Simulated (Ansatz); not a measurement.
**InH2F (SMILES [H][In]([H])[F]): the electronic atomisation energy, rung by rung**

The species is InH2F (4 atoms), meant as a singlet with charge 0. SMILES: `[H][In]([H])[F]`. Geometry: a GFN2-xTB relaxation, a rough one for these elements and not checked as a minimum.

Each level gives the electronic atomisation energy (eV). The values are calculated. Electronic energies at fixed atoms, without zero-point motion or spin-orbit coupling.

| level | kind | program | value (eV) | less FCI/STO-3G | CPU time (all runs) |
| --- | --- | --- | --- | --- | --- |
| HF/STO-3G | Hartree–Fock | Ansatz | 9.85 | -1.30 | 0.59 s |
| revPBE/STO-3G | GGA | Ansatz | 14.20 | +3.05 | 3.5 s |
| r2SCAN/STO-3G | meta-GGA | Ansatz | 14.26 | +3.11 | 9.8 s |
| B3LYP/STO-3G | global hybrid | Ansatz | 14.06 | +2.91 | 3.4 s |
| BHLYP/STO-3G | global hybrid | Ansatz | 13.01 | +1.86 | 2.7 s |
| PBE0/STO-3G | global hybrid | Ansatz | 13.54 | +2.39 | 2.6 s |
| CCSDT/STO-3G | coupled cluster or CI | Ansatz | 11.14 | -0.01 | 1.5 s |
| CCSDTQ/STO-3G | coupled cluster or CI | Ansatz | 11.15 | 0.00 | 53 s |
| FCI/STO-3G | exact in the basis | Ansatz | 11.15 | 0.00 | 6.8 s |

FCI/STO-3G is exact within its basis and frozen core, so for wave-function methods in that basis the difference is their error; functionals converge differently with the basis, so for them it is only a difference. All-electron rows without a relativistic Hamiltonian named are non-relativistic. The values span 9.85 to 14.26 eV. All rows use very small basis sets, so even the best lies far from the true value. In the correlated wave-function rows the outer d shell of In is correlated, in sets not made for it. Times are those of the runs behind each value, whatever else they computed, on shared processors of several kinds: orders of magnitude only.

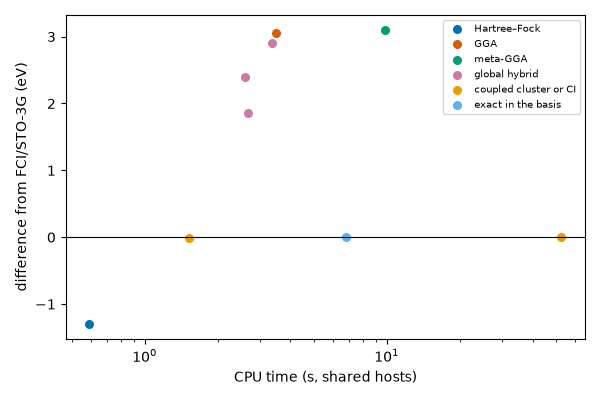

Difference from FCI/STO-3G against processor time, one point a level.
